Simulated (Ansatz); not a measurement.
# CHAlP (quartet): one geometry, many settings at a displaced geometry (v1)

Aim: run CHAlP (quartet) at one geometry under a spread of methods and options, and see what each costs and gives.

Method: the settings change from run to run; program: Ansatz 0.2.0, Gaussian basis.

26 further runs of the same task are left out: 13 that didn't finish, 13 set aside as unsound or not needed.

## (1) What is computed

The geometry is a PBE0/def2-TZVP stationary point (not a proven minimum) with its atoms shifted at random (size 0.040 Å).

4 atoms, charge 0, spin multiplicity 4.

Atoms are counted from 1 here; the program's logs count them from 0.

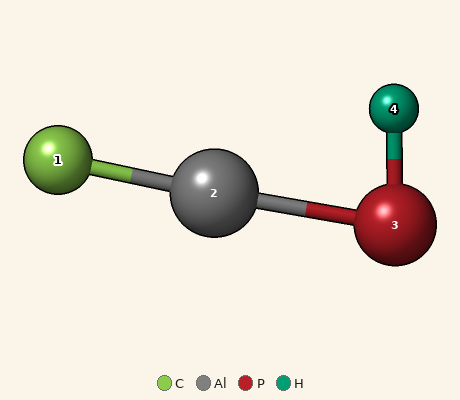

The geometry (carbon green, aluminium grey, phosphorus red, hydrogen teal); atoms are numbered from 1 in the order of the file.

## (2) CCSD(T) on UHF/6-31G

in.yaml

```yaml
crystal:
  periodic: [false, false, false]
  atoms:
    - {symbol: C, position_ang: [-0.019461, 0.027547, 2.569223]}
    - {symbol: Al, position_ang: [-0.020295, -0.036439, 0.661689]}
    - {symbol: P, position_ang: [0.027669, -0.022472, -1.531234]}
    - {symbol: H, position_ang: [-0.075107, 1.337759, -1.273365]}
basis:
  gaussian: {orbitals: 6-31G}
magnetization: {spin_polarized: true, initial_magnetization: 3}
correlation: {method: ccsd_t, electrons: outside_noble_gas}
scf: {lower_state_search: off}
```

Launch:

```
ansatz run in.yaml --threads 1 --pin off --events-out ev --progress --plain --max-ram 2393MiB
```

What it wrote, shortened:

```text
Functional definition: HF
  name "HF"
  cite "Fock, Z. Phys. 61, 126 (1930) doi:10.1007/BF01340294"
  parent pbe
[...]
437 factors; integrals over basis functions are off by at most 2.3e-4 eV
[...]
mean field -16894.32298588 eV, -620.8549183479 hartree, gradient 3.3e-6 eV, S^2 3.848471; 0 other end points of the search recorded, 0 dependent functions left out
11 core orbitals not correlated: weight in the atoms' cores, before any rotation towards them, 1.000 or more for the frozen orbitals, at most 0.000 for the correlated occupied ones
reference -16894.32298588 eV, -620.8549183479 hartree; 8, 5 occupied and 18, 21 virtual orbitals, 437 factors
second order -3.15885589 eV of doubles, -0.00000000 eV of singles
cycle   1  -3.60230436 eV  change   -4.4e-1 eV  update   1.0e-1
[...]
cycle  15  -3.97937035 eV  change    9.3e-6 eV  update   6.9e-6
perturbative correction -0.14702805 eV, -0.0054031812 hartree
Total energy: -16898.44938428 eV, -621.0065606921 hartree
Checks for a lower state left out: stability, starts, cluster_reference, orbital_swaps, neighbouring_geometries, increment
```

Wall time 0.66 s (1 thread of Arm Neoverse V1, shared host).

From the report: ⟨S²⟩ of the determinant 3.848 (pure quartet: 3.75); correlation -4.1264 eV; T1 0.036; largest double amplitude 0.10.

## (3) MP2 on UHF/cc-pVDZ

in.yaml: that of step 2 with these lines changed.

```diff
@@ -8,5 +8,4 @@
 basis:
-  gaussian: {orbitals: 6-31G}
+  gaussian: {orbitals: cc-pVDZ}
 magnetization: {spin_polarized: true, initial_magnetization: 3}
-correlation: {method: ccsd_t, electrons: outside_noble_gas}
-scf: {lower_state_search: off}
+correlation: {method: mp2, electrons: outside_noble_gas}
```

Launched as before.

What it wrote, shortened:

```text
Functional definition: HF
  name "HF"
  cite "Fock, Z. Phys. 61, 126 (1930) doi:10.1007/BF01340294"
  parent pbe
[...]
553 factors; integrals over basis functions are off by at most 7.6e-4 eV
[...]
mean field -16896.91577257 eV, -620.9502015009 hartree, gradient 2.0e-6 eV, S^2 3.826081; 8 other end points of the search recorded, 0 dependent functions left out
11 core orbitals not correlated: weight in the atoms' cores, before any rotation towards them, 1.000 or more for the frozen orbitals, at most 0.000 for the correlated occupied ones
reference -16896.91577257 eV, -620.9502015009 hartree; 8, 5 occupied and 36, 39 virtual orbitals, 553 factors
second order -6.14286979 eV of doubles, -0.00000000 eV of singles
Total energy: -16903.05864236 eV, -621.1759478020 hartree
```

Run time: 1.8 s. Hardware: 1 thread of Arm Neoverse V1, shared host.

From the report: ⟨S²⟩ of the determinant 3.826 (pure quartet: 3.75).

## (4) CCSD on ROHF/STO-3G

in.yaml: that of step 3 with these lines changed.

```diff
@@ -8,4 +8,4 @@
 basis:
-  gaussian: {orbitals: cc-pVDZ}
-magnetization: {spin_polarized: true, initial_magnetization: 3}
-correlation: {method: mp2, electrons: outside_noble_gas}
+  gaussian: {orbitals: STO-3G}
+magnetization: {spin_polarized: false, initial_magnetization: 3}
+correlation: {method: ccsd, electrons: valence}
```

Launched as before.

What it wrote, shortened:

```text
Functional definition: HF
  name "HF"
  cite "Fock, Z. Phys. 61, 126 (1930) doi:10.1007/BF01340294"
  parent pbe
[...]
266 factors; integrals over basis functions are off by at most 5.4e-5 eV
[...]
mean field -16699.16738190 eV, -613.6830821826 hartree, gradient 2.3e-6 eV, S^2 3.750000; 6 other end points of the search recorded, 0 dependent functions left out
[...]
determinant -16699.16738190 eV, -613.6830821826 hartree, with singles and doubles -16701.96822311 eV, -613.7860111987 hartree
determinant -16698.44675877 eV, -613.6565997712 hartree, with singles and doubles -16701.39431027 eV, -613.7649202909 hartree
determinant -16697.87172424 eV, -613.6354676418 hartree, with singles and doubles -16701.69879688 eV, -613.7761099673 hartree
determinant -16699.16738190 eV, -613.6830821826 hartree, with singles and doubles -16701.97925289 eV, -613.7864165357 hartree
determinant -16697.87172424 eV, -613.6354676418 hartree, with singles and doubles -16701.97287945 eV, -613.7861823161 hartree
11 core orbitals not correlated: weight in the atoms' cores, before any rotation towards them, 0.999 or more for the frozen orbitals, at most 0.000 for the correlated occupied ones
reference -16699.16738190 eV, -613.6830821826 hartree; 8, 5 occupied and 5, 8 virtual orbitals, 266 factors
second order -1.95659075 eV of doubles, -0.01319182 eV of singles
cycle   1  -2.81187183 eV  change   -8.4e-7 eV  update   3.6e-6
WARN: the results are in doubt because among natural orbitals full CI differs from the method by -0.094 eV
Total energy: -16701.97925373 eV, -613.7864165664 hartree
In doubt: among natural orbitals full CI differs from the method by -0.094 eV
```

Wall time 0.96 s (1 thread of Arm Neoverse V1, shared host).

From the report: correlation -2.8119 eV; T1 0.055; largest double amplitude 0.08. The program marks this result as in doubt; its last lines say why.

## (5) CCSDT on UHF/STO-3G

in.yaml: that of step 4 with these lines changed.

```diff
@@ -9,3 +9,3 @@
   gaussian: {orbitals: STO-3G}
-magnetization: {spin_polarized: false, initial_magnetization: 3}
-correlation: {method: ccsd, electrons: valence}
+magnetization: {spin_polarized: true, initial_magnetization: 3}
+correlation: {method: ccsdt, electrons: outside_noble_gas}
```

The command is unchanged.

What it wrote, shortened:

```text
Functional definition: HF
  name "HF"
  cite "Fock, Z. Phys. 61, 126 (1930) doi:10.1007/BF01340294"
  parent pbe
[...]
409 factors; integrals over basis functions are off by at most 3.1e-8 eV
[...]
mean field -16699.20747608 eV, -613.6845556164 hartree, gradient 2.9e-6 eV, S^2 3.770179; 17 other end points of the search recorded, 0 dependent functions left out
determinant -16699.20747608 eV, -613.6845556164 hartree, with singles and doubles -16701.97747162 eV, -613.7863510751 hartree
determinant -16698.53146119 eV, -613.6597125277 hartree, with singles and doubles -16701.39557449 eV, -613.7649667500 hartree
determinant -16698.52348152 eV, -613.6594192802 hartree, with singles and doubles -16701.41205441 eV, -613.7655723758 hartree
determinant -16697.47063662 eV, -613.6207279436 hartree, with singles and doubles -16699.92959542 eV, -613.7110930129 hartree
determinant -16696.49050649 eV, -613.5847088258 hartree, with singles and doubles -16698.35482958 eV, -613.6532214355 hartree
determinant -16696.24405873 eV, -613.5756520377 hartree, with singles and doubles -16698.26646943 eV, -613.6499742599 hartree
11 core orbitals not correlated: weight in the atoms' cores, before any rotation towards them, 0.999 or more for the frozen orbitals, at most 0.000 for the correlated occupied ones
reference -16699.20747608 eV, -613.6845556164 hartree; 8, 5 occupied and 5, 8 virtual orbitals, 409 factors
second order -1.96289461 eV of doubles, -0.00000000 eV of singles
cycle   1  -2.29989292 eV  change   -3.4e-1 eV  update   1.2e-1
[...]
cycle  33  -2.97073493 eV  change   -3.9e-7 eV  update   9.5e-7
Total energy: -16702.17821100 eV, -613.7937281114 hartree
```

Wall time 2.5 s (1 thread of Arm Neoverse V1, shared host).

From the report: ⟨S²⟩ of the determinant 3.770 (pure quartet: 3.75); correlation -2.9707 eV; T1 0.050; largest double amplitude 0.13.

## (6) MP2 on UHF/cc-pVDZ

in.yaml: that of step 5 with these lines changed.

```diff
@@ -8,4 +8,6 @@
 basis:
-  gaussian: {orbitals: STO-3G}
+  gaussian: {orbitals: cc-pVDZ}
 magnetization: {spin_polarized: true, initial_magnetization: 3}
-correlation: {method: ccsdt, electrons: outside_noble_gas}
+correlation: {method: mp2, electrons: outside_noble_gas}
+accuracy: high
+output: {forces: true}
```

The command is unchanged.

What it wrote, shortened:

```text
Functional definition: HF
  name "HF"
  cite "Fock, Z. Phys. 61, 126 (1930) doi:10.1007/BF01340294"
  parent pbe
[...]
1156 factors; integrals over basis functions are off by at most 3.3e-9 eV
[...]
mean field -16896.91583612 eV, -620.9502038366 hartree, gradient 2.8e-8 eV, S^2 3.826083; 8 other end points of the search recorded, 0 dependent functions left out
11 core orbitals not correlated: weight in the atoms' cores, before any rotation towards them, 1.000 or more for the frozen orbitals, at most 0.000 for the correlated occupied ones
reference -16896.91583612 eV, -620.9502038366 hartree; 8, 5 occupied and 36, 39 virtual orbitals, 1156 factors
second order -6.14289529 eV of doubles, -0.00000000 eV of singles
[...]
Total energy: -16903.05873141 eV, -621.1759510746 hartree
Atom 0 at    -0.019461     0.027547     2.569223 Å, force    -0.072693    -0.024682     0.469695 eV/Å
Atom 1 at    -0.020295    -0.036439     0.661689 Å, force     0.148621     0.065539    -1.063261 eV/Å
Atom 2 at     0.027669    -0.022472    -1.531234 Å, force     0.024636    -1.408114     0.331300 eV/Å
Atom 3 at    -0.075107     1.337759    -1.273365 Å, force    -0.100564     1.367257     0.262266 eV/Å
Dipole moment:    -0.049255     0.045492     0.585409 e Å
```

It took 5.5 s on 1 thread of Arm Neoverse V1, shared host.

From the report: ⟨S²⟩ of the determinant 3.826 (pure quartet: 3.75).

## (7) CCSD(T) on ROHF/cc-pVDZ

in.yaml: that of step 6 with these lines changed.

```diff
@@ -9,5 +9,4 @@
   gaussian: {orbitals: cc-pVDZ}
-magnetization: {spin_polarized: true, initial_magnetization: 3}
-correlation: {method: mp2, electrons: outside_noble_gas}
-accuracy: high
-output: {forces: true}
+magnetization: {spin_polarized: false, initial_magnetization: 3}
+correlation: {method: ccsd_t, electrons: outside_noble_gas}
+scf: {lower_state_search: off}
```

The command is unchanged.

What it wrote, shortened:

```text
Functional definition: HF
  name "HF"
  cite "Fock, Z. Phys. 61, 126 (1930) doi:10.1007/BF01340294"
  parent pbe
[...]
553 factors; integrals over basis functions are off by at most 7.6e-4 eV
[...]
mean field -16896.84241239 eV, -620.9475055643 hartree, gradient 3.5e-6 eV, S^2 3.750000; 0 other end points of the search recorded, 0 dependent functions left out
11 core orbitals not correlated: weight in the atoms' cores, before any rotation towards them, 1.000 or more for the frozen orbitals, at most 0.000 for the correlated occupied ones
reference -16896.84241239 eV, -620.9475055643 hartree; 8, 5 occupied and 36, 39 virtual orbitals, 553 factors
second order -6.19905876 eV of doubles, -0.03063329 eV of singles
cycle   1  -6.91256010 eV  change   -6.8e-1 eV  update   9.7e-2
[...]
cycle  16  -7.31804907 eV  change   -4.1e-6 eV  update   1.5e-5
perturbative correction -0.32490111 eV, -0.0119398955 hartree
Total energy: -16904.48536257 eV, -621.2283788028 hartree
Checks for a lower state left out: stability, starts, cluster_reference, orbital_swaps, neighbouring_geometries, increment
```

Wall time 1.9 s (1 thread of Arm Neoverse V1, shared host).

From the report: correlation -7.6430 eV; T1 0.040; largest double amplitude 0.08.

## (8) BCCD(T) on UHF/STO-3G

in.yaml: that of step 7 with these lines changed.

```diff
@@ -8,5 +8,4 @@
 basis:
-  gaussian: {orbitals: cc-pVDZ}
-magnetization: {spin_polarized: false, initial_magnetization: 3}
-correlation: {method: ccsd_t, electrons: outside_noble_gas}
-scf: {lower_state_search: off}
+  gaussian: {orbitals: STO-3G}
+magnetization: {spin_polarized: true, initial_magnetization: 3}
+correlation: {method: bccd_t, electrons: outside_noble_gas}
```

Same command.

What it wrote, shortened:

```text
Functional definition: HF
  name "HF"
  cite "Fock, Z. Phys. 61, 126 (1930) doi:10.1007/BF01340294"
  parent pbe
[...]
266 factors; integrals over basis functions are off by at most 5.4e-5 eV
[...]
mean field -16699.20741214 eV, -613.6845532669 hartree, gradient 2.7e-6 eV, S^2 3.770181; 17 other end points of the search recorded, 0 dependent functions left out
determinant -16699.20741214 eV, -613.6845532669 hartree, with singles and doubles -16701.97740621 eV, -613.7863486714 hartree
determinant -16698.53138374 eV, -613.6597096814 hartree, with singles and doubles -16701.39548622 eV, -613.7649635062 hartree
determinant -16698.52340381 eV, -613.6594164242 hartree, with singles and doubles -16701.41196736 eV, -613.7655691767 hartree
determinant -16697.47055471 eV, -613.6207249336 hartree, with singles and doubles -16699.92961116 eV, -613.7110935912 hartree
determinant -16696.49035876 eV, -613.5847033968 hartree, with singles and doubles -16698.35468165 eV, -613.6532159992 hartree
determinant -16696.24393693 eV, -613.5756475617 hartree, with singles and doubles -16698.26633470 eV, -613.6499693087 hartree
11 core orbitals not correlated: weight in the atoms' cores, before any rotation towards them, 0.999 or more for the frozen orbitals, at most 0.000 for the correlated occupied ones
reference -16699.20741214 eV, -613.6845532669 hartree; 8, 5 occupied and 5, 8 virtual orbitals, 266 factors
second order -1.96288967 eV of doubles, -0.00000000 eV of singles
cycle   1  -2.73638962 eV  change    3.4e-2 eV  update   4.1e-2
[...]
cycle  16  -2.73081170 eV  change   -3.8e-6 eV  update   1.4e-5
perturbative correction -0.16986025 eV, -0.0062422490 hartree
Total energy: -16702.10808409 eV, -613.7911509950 hartree
```

Run time: 1.6 s. Hardware: 1 thread of Arm Neoverse V1, shared host.

From the report: ⟨S²⟩ of the determinant 3.770 (pure quartet: 3.75); correlation -2.9007 eV; largest double amplitude 0.11.

## (9) CCSD on ROHF/6-31G*

in.yaml: that of step 8 with these lines changed.

```diff
@@ -8,4 +8,5 @@
 basis:
-  gaussian: {orbitals: STO-3G}
-magnetization: {spin_polarized: true, initial_magnetization: 3}
-correlation: {method: bccd_t, electrons: outside_noble_gas}
+  gaussian: {orbitals: "6-31G*"}
+magnetization: {spin_polarized: false, initial_magnetization: 3}
+correlation: {method: ccsd, electrons: outside_noble_gas}
+output: {forces: true}
```

The command is unchanged.

What it wrote, shortened:

```text
Functional definition: HF
  name "HF"
  cite "Fock, Z. Phys. 61, 126 (1930) doi:10.1007/BF01340294"
  parent pbe
[...]
504 factors; integrals over basis functions are off by at most 1.0e-3 eV
[...]
mean field -16895.77321181 eV, -620.9082131676 hartree, gradient 2.4e-6 eV, S^2 3.750000; 3 other end points of the search recorded, 0 dependent functions left out
[...]
determinant -16895.77321181 eV, -620.9082131676 hartree, with singles and doubles -16902.56022974 eV, -621.1576314762 hartree
determinant -16894.43869794 eV, -620.8591706874 hartree, with singles and doubles -16901.73655054 eV, -621.1273618237 hartree
determinant -16894.22397446 eV, -620.8512797451 hartree, with singles and doubles -16902.15634215 eV, -621.1427888811 hartree
determinant -16893.54972511 eV, -620.8265015386 hartree, with singles and doubles -16901.01146472 eV, -621.1007154114 hartree
[...]
11 core orbitals not correlated: weight in the atoms' cores, before any rotation towards them, 1.000 or more for the frozen orbitals, at most 0.000 for the correlated occupied ones
reference -16895.77321181 eV, -620.9082131676 hartree; 8, 5 occupied and 36, 39 virtual orbitals, 504 factors
second order -5.69984875 eV of doubles, -0.03084950 eV of singles
cycle   1  -6.79623022 eV  change   -4.2e-6 eV  update   3.1e-6
cycle   2  -6.79623281 eV  change   -2.6e-6 eV  update   2.3e-6
[...]
Total energy: -16902.56944461 eV, -621.1579701165 hartree
Atom 0 at    -0.019461     0.027547     2.569223 Å, force    -0.007193    -0.021005    -0.064222 eV/Å
Atom 1 at    -0.020295    -0.036439     0.661689 Å, force     0.030494    -0.061033    -0.384789 eV/Å
Atom 2 at     0.027669    -0.022472    -1.531234 Å, force     0.071349    -1.216406     0.366160 eV/Å
Atom 3 at    -0.075107     1.337759    -1.273365 Å, force    -0.094650     1.298443     0.082851 eV/Å
Dipole moment:    -0.015588     0.071294     0.374127 e Å
```

Wall time 11 s (1 thread of Arm Neoverse V1, shared host).

From the report: correlation -6.7962 eV; T1 0.043; largest double amplitude 0.07.

## (10) CCSD(T) on UHF/6-31G*

in.yaml: that of step 9 with these lines changed.

```diff
@@ -9,4 +9,3 @@
   gaussian: {orbitals: "6-31G*"}
-magnetization: {spin_polarized: false, initial_magnetization: 3}
-correlation: {method: ccsd, electrons: outside_noble_gas}
-output: {forces: true}
+magnetization: {spin_polarized: true, initial_magnetization: 3}
+correlation: {method: ccsd_t, electrons: outside_noble_gas}
```

The command is unchanged.

What it wrote, shortened:

```text
Functional definition: HF
  name "HF"
  cite "Fock, Z. Phys. 61, 126 (1930) doi:10.1007/BF01340294"
  parent pbe
[...]
504 factors; integrals over basis functions are off by at most 1.0e-3 eV
[...]
mean field -16895.84771544 eV, -620.9109511254 hartree, gradient 3.5e-6 eV, S^2 3.828862; 9 other end points of the search recorded, 0 dependent functions left out
determinant -16895.84771544 eV, -620.9109511254 hartree, with singles and doubles -16902.56912764 eV, -621.1579584679 hartree
determinant -16894.62323789 eV, -620.8659524055 hartree, with singles and doubles -16901.73524887 eV, -621.1273139883 hartree
determinant -16894.61122768 eV, -620.8655110386 hartree, with singles and doubles -16901.75675479 eV, -621.1281043164 hartree
determinant -16894.39559048 eV, -620.8575865175 hartree, with singles and doubles -16901.00901617 eV, -621.1006254288 hartree
11 core orbitals not correlated: weight in the atoms' cores, before any rotation towards them, 1.000 or more for the frozen orbitals, at most 0.000 for the correlated occupied ones
reference -16895.84771544 eV, -620.9109511254 hartree; 8, 5 occupied and 36, 39 virtual orbitals, 504 factors
second order -5.64684713 eV of doubles, -0.00000000 eV of singles
cycle   1  -6.72279531 eV  change   -1.4e-3 eV  update   2.8e-3
[...]
cycle  11  -6.72608974 eV  change   -5.4e-6 eV  update   1.1e-5
perturbative correction -0.30417974 eV, -0.0111783991 hartree
Total energy: -16902.87798491 eV, -621.1693087632 hartree
```

Wall time 9 s (1 thread of Arm Neoverse V1, shared host).

From the report: ⟨S²⟩ of the determinant 3.829 (pure quartet: 3.75); correlation -7.0303 eV; T1 0.035; largest double amplitude 0.07.

## (11) All runs side by side

Where basis and cores are those of an earlier UCCSDT(Q)/cc-pVDZ run (-16904.5772 eV), and the state is the same kind, the miss against it is given. † marks a result that the program doubts.

| level | correlated | functions | energy (eV) | from UCCSDT(Q) (meV) | time |
| --- | --- | --- | --- | --- | --- |
| CCSD(T) on UHF/6-31G | outside noble gas | 37 | -16898.4494 |  | 0.66 s |
| MP2 on UHF/cc-pVDZ | outside noble gas | 55 | -16903.0586 | 1518.5 | 1.8 s |
| CCSD on ROHF/STO-3G † | valence | 24 | -16701.9793 |  | 0.96 s |
| CCSDT on UHF/STO-3G | outside noble gas | 24 | -16702.1782 |  | 2.5 s |
| MP2 on UHF/cc-pVDZ | outside noble gas | 55 | -16903.0587 | 1518.4 | 5.5 s |
| CCSD(T) on ROHF/cc-pVDZ | outside noble gas | 55 | -16904.4854 | 91.8 | 1.9 s |
| BCCD(T) on UHF/STO-3G | outside noble gas | 24 | -16702.1081 |  | 1.6 s |
| CCSD on ROHF/6-31G* | outside noble gas | 55 | -16902.5694 |  | 11 s |
| CCSD(T) on UHF/6-31G* | outside noble gas | 55 | -16902.8780 |  | 9 s |

## (12) Summary of results

```
quantity                         value
    runs                             9
quickest  CCSD(T) on UHF/6-31G, 0.66 s
 slowest     CCSD on ROHF/6-31G*, 11 s
```

**Reading.** Total energies in different bases, with other cores or another treatment of relativity can't be set against each other. CCSD on ROHF/6-31G* took 17 times as long as CCSD(T) on UHF/6-31G; the jobs differ in more than the method. Among the correlated runs with a miss given, it spans +92 to +1519 meV.
